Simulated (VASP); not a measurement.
Band structure of InF3 (space group R-3c). Calculation: PBEsol GGA, VASP's PBE PAW potentials (set 64) (plane waves; VASP).

Unless said otherwise, spin-orbit coupling is left out, though it shifts the bands of the heavy elements here.

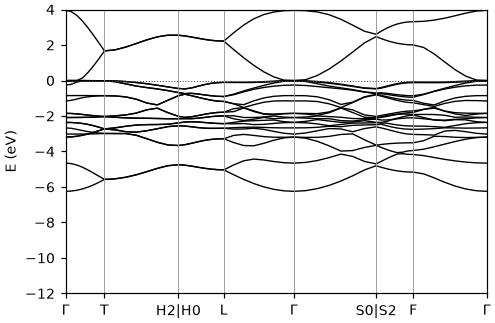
Figure: Bands along high-symmetry lines, zero at the valence-band maximum or, without a gap, the Fermi level

Problem. Read the plot: is there a gap, and where are the band edges?

Solution. It has no gap at this level: it comes out as a metal or semimetal.

The structure comes from a measured InF3 entry of the Crystallography Open Database, whose conditions weren't checked. The cell was not relaxed at this level. The k-mesh is coarse (spacing up to 0.31 per Å, 2π included), so the numbers may not be converged in it.
